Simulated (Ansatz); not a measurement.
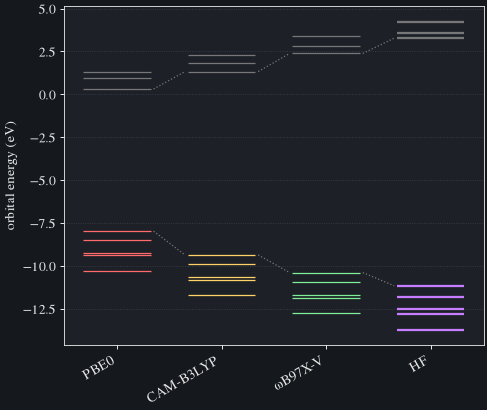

Frontier orbital energies of C₂H₇ClSi, SMILES C[SiH2]CCl at one geometry, def2-TZVPP, the Ansatz code, at a PBE0-D4/def2-TZVP geometry (a minimum by its frequencies). Empty levels are grey, levels within 0.1 eV stand side by side; all columns show the same few orbitals around the gap. Dotted lines join the HOMOs and the LUMOs.

> How do the frontier levels move from column to column?

The separation grows from 8.29 eV (PBE0) to 14.44 eV (HF).

```tsv
level	HOMO (eV)	LUMO (eV)	separation (eV)
PBE0	−7.98	0.31	8.29
CAM-B3LYP	−9.36	1.33	10.69
ωB97X-V	−10.39	2.38	12.77
HF	−11.16	3.27	14.44
```

Caveats, for all or some of the runs: empty levels above zero depend strongly on the basis; one conformer of a flexible molecule.
